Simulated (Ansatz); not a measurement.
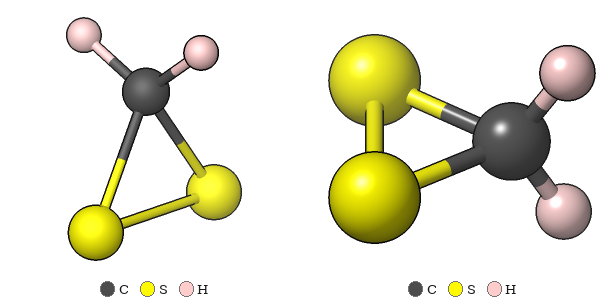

Two views of one molecule.

Computed geometry: PBE0-D4/def2-TZVP optimisation. No frequency run is at hand to confirm it as a minimum.

Which formula does it have?

CH₂S₂, 5 atoms: 1 carbon, 2 hydrogen and 2 sulfur.

How many atoms are distinct by symmetry?

3: 1 C, 2 S, 2 H.

Write the SMILES.

C1SS1

The parts below concern this one geometry. Atoms keep their numbers from picture to picture.

### Electronic properties

No frequency run is at hand to confirm it as a minimum. Method: RKS PBE0-D4/def2-TZVPP (Ansatz 0.2.0).

What is the HOMO energy (Kohn–Sham orbital)?

−6.23 eV.

Estimate the HOMO–LUMO gap.

4.57 eV.

### Dipole moment

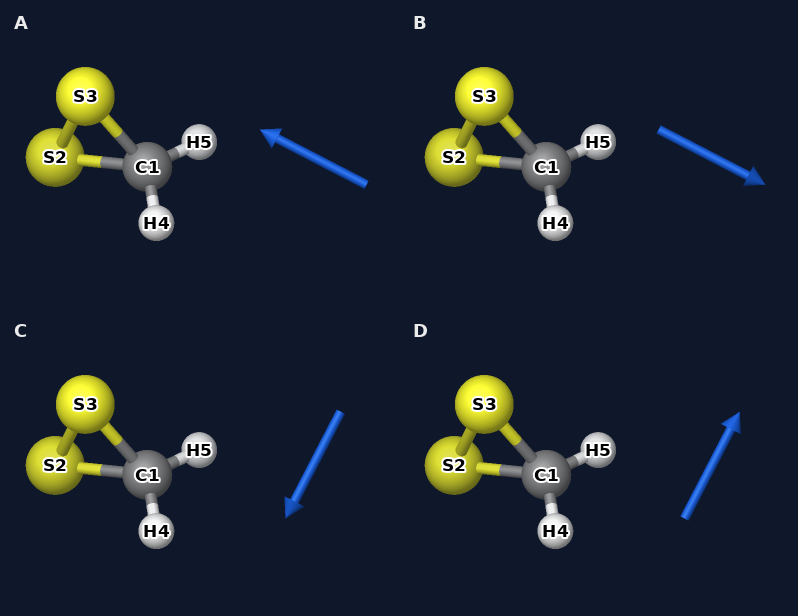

The same molecule four times, each with an arrow. No frequency run is at hand to confirm it as a minimum. Level of theory: RKS PBE0-D4/def2-TZVP (Ansatz 0.2.0).

Which arrow points along the dipole moment, from the negative to the positive end?

B. The dipole moment is 1.63 D; it points from the side of S2, S3 to the side of H4, H5 (the outermost atoms at the two ends).

### Charges

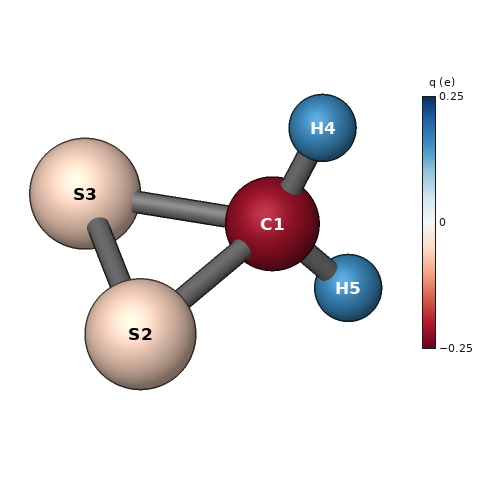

Atoms are coloured by their Mulliken charges. No frequency run is at hand to confirm it as a minimum. Method: RKS PBE0-D4/def2-TZVP (Ansatz 0.2.0).

List the Mulliken charges.

```tsv
atom	value (e)
C1	−0.21
S2	−0.05
S3	−0.05
H4	0.16
H5	0.16
```

Mulliken values depend strongly on the basis set and can even reverse the polarity of a bond.
